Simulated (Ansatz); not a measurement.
C11b MoSi2, treated with revPBE (plane waves, PAW; Ansatz, a quantum-chemistry and plane-wave program).

Numerical settings: plane-wave cutoff 520 eV, 24×24×24 k mesh, Fermi–Dirac smearing 0.05 eV, no spin polarisation, scalar-relativistic PAW data made under PBE.

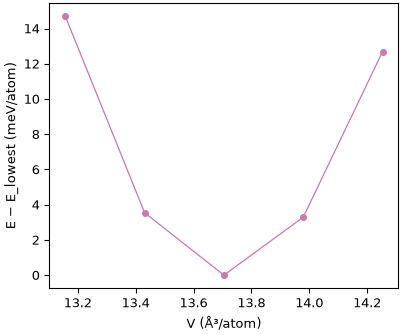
*Total energy against volume*

Q: From the curve, estimate the equilibrium volume and the bulk modulus.

A: V0 ≈ 13.7 Å³/atom and B0 ≈ 200 GPa; the fit gives V0 = 13.705 Å³/atom, B0 = 199 GPa, B′ = 4.5.

Shape and atoms are relaxed at each volume.

Measured, for comparison: bulk modulus 222 ± 2 GPa (room temperature, no zero-point or thermal correction, B' = 4; as tabulated in Structural stability of MoSi2 and Mo5Si3 under high pressure, Chin. Phys. B 26 …). Computed (rounded) less measured: bulk modulus -10 %.

Note: the bulk modulus comes from volumes at which shape and atoms were relaxed.

The computed numbers hold no vibrational or temperature effects.
